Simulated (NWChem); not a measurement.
# AlSiH5 (AlH2(SiH3)): rSCAN/3-21G

Aim: the energy difference between two shapes of AlSiH5 (AlH2(SiH3)) at rSCAN/3-21G, from 2 runs. 

The calculation is run with NWChem 7.3.0.

5 further runs of the same task are left out: 2 that didn't finish, 3 set aside as unsound or not needed.

### 1 The structure to begin with

AlSiH5 has 7 atoms, charge 0, and is taken as a singlet. As SMILES, `[H][Al]([H])[SiH3]`. Geometry: a GFN2-xTB relaxation, a rough one for these elements and not checked as a minimum.

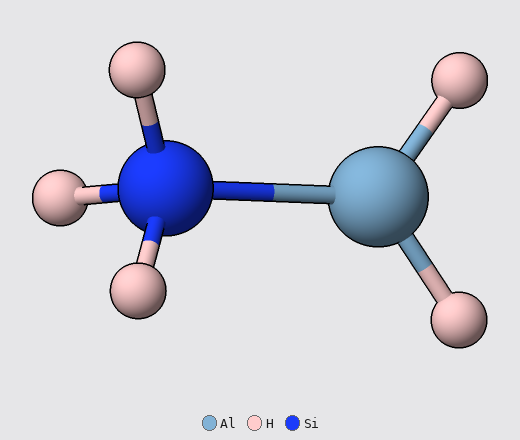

The structure, seen from a chosen angle (aluminium light blue, hydrogen pink, silicon blue).

### 2 Energy and forces at rSCAN/3-21G

File work.nw:

```
START work
memory 2200 mb

GEOMETRY units angstrom noautosym nocenter noautoz
  Al       0.688040       1.201700       0.003860
  H        2.245410       1.365000       0.056470
  H        0.053380       2.633190      -0.016580
  Si      -0.517390      -0.897790      -0.016750
  H       -1.851430      -0.836410       0.625620
  H        0.177610      -1.992690       0.701130
  H       -0.795620      -1.472990      -1.353750
END

BASIS spherical
  * library 3-21G
END

DFT
  xc rscan
  grid medium
  convergence energy 1e-07
  direct
END

TASK dft gradient
```

The run is started by

```sh
$ nwchem work.nw > work.out
```

Output:

```text
[...]
          Wavefunction type:  closed shell.
          No. of atoms     :     7
          No. of electrons :    32
[...]
          Charge           :     0
          Spin multiplicity:     1
[...]
          AO basis - number of functions:    36
[...]
              XC Information
              --------------
                        rSCAN Method XC Functional
                 rSCAN metaGGA Exchange Functional  1.000
                       rSCAN Correlation Potential  1.000
[...]
 d= 0,ls=0.0,diis     1   -532.0094270066 -6.08D+02  1.64D-02  1.16D-01     0.2
[...]
 d= 0,ls=0.0,diis     7   -532.0293673545 -6.91D-09  1.54D-06  7.13D-10     1.1
         Total DFT energy =     -532.029367354522
      One electron energy =     -888.176659008248
           Coulomb energy =      321.946164834073
    Exchange-Corr. energy =      -41.335432443844
 Nuclear repulsion energy =       75.536559263496
[...]
  wavefunction    = closed shell
                         DFT ENERGY GRADIENTS
    atom               coordinates                        gradient
                 x          y          z           x          y          z
   1 Al      1.300207   2.270884   0.007294    0.000239   0.000839   0.000751
   2 H       4.243210   2.579476   0.106713   -0.013300   0.005119  -0.000390
   3 H       0.100874   4.976008  -0.031332    0.011204  -0.009149   0.000417
   4 Si     -0.977725  -1.696577  -0.031653    0.001608   0.002834  -0.002061
   5 H      -3.498695  -1.580586   1.182250    0.007408  -0.003807  -0.004195
   6 H       0.335634  -3.765638   1.324944   -0.006686   0.004281  -0.004641
   7 H      -1.503504  -2.783547  -2.558217   -0.000473  -0.000117   0.010119
[...]
```

It took 2 s on 1 thread of AMD EPYC 9R45 (Zen 5), shared host; peak memory 0.22 GiB.

### 3 The distorted shape

File run.py:

```python
from ase import Atoms
from ase.calculators.nwchem import NWChem

mol = Atoms('AlHHSiHHH', positions=[
    [0.597325, 1.139814, -0.137250],
    [2.303457, 1.357002, -0.001393],
    [0.311371, 2.647343, -0.044577],
    [-0.525996, -0.920745, 0.056048],
    [-1.849779, -0.747431, 0.670341],
    [0.128977, -1.932320, 0.708314],
    [-0.740268, -1.312342, -1.422353],
])

calc = NWChem(
    label='alh5si',
    theory='dft',
    memory='2200 mb',
    basis='3-21G',
    basispar='spherical',
    dft={'xc': 'rscan', 'mult': '1', 'grid': 'medium', 'convergence': 'energy 1e-07', 'direct': None, 'print': 'low'},
)
mol.calc = calc

forces = mol.get_forces()
print(f"energy = {mol.get_potential_energy():.6f} eV")
print("forces (eV/A):")
for s, f in zip(mol.symbols, forces):
    print(f"{s:2s} {f[0]:10.5f} {f[1]:10.5f} {f[2]:10.5f}")
```

The run is started by

```sh
$ export ASE_NWCHEM_COMMAND="nwchem PREFIX.nwi > PREFIX.nwo"
$ python run.py
```

Output:

```text
energy = -14476.698123 eV
forces (eV/A):
Al    2.51932    0.42413    0.64509
H    -0.86106   -0.72382   -0.26549
H    -1.05210    0.97357   -0.16532
Si   -1.51829    1.51752   -2.31019
H    -0.60138    0.02494    0.18029
H     1.54914   -2.14749    1.34998
H    -0.03569   -0.06885    0.56559
```

The calculator wrote alh5si.nwi:

```
title "alh5si"

permanent_dir alh5si

scratch_dir alh5si

start alh5si

geometry units angstrom nocenter noautosym noautoz
  Al 5.9732499999999999e-01 1.1398140000000001e+00 -1.3725000000000001e-01
  H  2.3034569999999999e+00 1.3570020000000000e+00 -1.3929999999999999e-03
  H  3.1137100000000001e-01 2.6473429999999998e+00 -4.4576999999999999e-02
  Si -5.2599600000000002e-01 -9.2074500000000004e-01 5.6048000000000001e-02
  H  -1.8497790000000001e+00 -7.4743099999999996e-01 6.7034099999999996e-01
  H  1.2897700000000001e-01 -1.9323200000000000e+00 7.0831400000000000e-01
  H  -7.4026800000000004e-01 -1.3123419999999999e+00 -1.4223530000000000e+00
end

memory 2200 mb

basis spherical noprint
   * library 3-21G
end

dft
  xc rscan
  mult 1
  grid medium
  convergence energy 1e-07
  direct
  print low
end

task dft gradient
```

alh5si.nwo:

```text
Northwest Computational Chemistry Package (NWChem) 7.3.0
             --------------------------------------------------------

           Job information
           ---------------

    nwchem branch   = 7.3.0
    use scalapack   = T
    input           = alh5si.nwi
    prefix          = alh5si.
    data base       = alh5si/alh5si.db
    status          = startup
    nproc           =        1

           Memory information
           ------------------

    heap     =     72089594 doubles =      550.0 Mbytes
    stack    =     72089599 doubles =      550.0 Mbytes
    global   =    144179200 doubles =     1100.0 Mbytes (distinct from heap & stack)
    total    =    288358393 doubles =     2200.0 Mbytes
    verify   = yes
    hardfail = no

           Directory information
           ---------------------

  0 permanent = alh5si
  0 scratch   = alh5si

                                NWChem Input Module
                                -------------------

                                      alh5si
                                      ------

 Scaling coordinates for geometry "geometry" by  1.889725989
 (inverse scale =  0.529177249)

                             Geometry "geometry" -> ""
                             -------------------------

 Output coordinates in angstroms (scale by  1.889725989 to convert to a.u.)

[... 19 lines left out ...]
            Nuclear Dipole moment (a.u.)
[... 60 lines left out ...]
   convergence    iter        energy       DeltaE   RMS-Dens  Diis-err    time
[... 10 lines left out ...]
         Total DFT energy =     -532.008847709170
      One electron energy =     -890.622671752409
           Coulomb energy =      323.131801386662
    Exchange-Corr. energy =      -41.337350586871
 Nuclear repulsion energy =       76.819373243447

 Numeric. integr. density =       32.000010499815

     Total iterative time =      1.1s

                         DFT ENERGY GRADIENTS

    atom               coordinates                        gradient
                 x          y          z           x          y          z
   1 Al      1.128781   2.153936  -0.259365   -0.048993  -0.008248  -0.012545
   2 H       4.352903   2.564362  -0.002632    0.016745   0.014076   0.005163
   3 H       0.588406   5.002753  -0.084238    0.020460  -0.018933   0.003215
   4 Si     -0.993988  -1.739956   0.105915    0.029526  -0.029511   0.044926
   5 H      -3.495575  -1.412440   1.266761    0.011695  -0.000485  -0.003506
   6 H       0.243731  -3.651555   1.338519   -0.030126   0.041762  -0.026253
   7 H      -1.398904  -2.479967  -2.687857    0.000694   0.001339  -0.010999

 Task  times  cpu:        1.5s     wall:        1.5s
 Total times  cpu:        1.5s     wall:        1.5s
```

Run time: 2.3 s. Hardware: 1 thread of AMD EPYC 9R45 (Zen 5), shared host; peak memory 0.22 GiB.

### 4 Results

Level: rSCAN/3-21G.

| quantity | value |
| --- | --- |
| first shape: total energy | -532.02937 Eh |
| first shape: dipole moment | 0.14 D |
| first shape: HOMO energy | -7.37 eV |
| first shape: LUMO energy | -2.83 eV |
| first shape: HOMO–LUMO gap | 4.54 eV |
| first shape: largest force on an atom | 0.744 eV/Å |
| distorted shape: total energy | -532.00885 Eh |
| distorted shape: largest force on an atom | 3.154 eV/Å |
| energy change with the atoms displaced | 0.558 eV |

What this shows: With the atoms displaced the energy rises by 0.56 eV (53.9 kJ/mol). The first shape isn't relaxed at this level, so the change isn't measured from a minimum. The largest force (first shape) is 0.74 eV/Å: the shape isn't a stationary point for this species at this level.
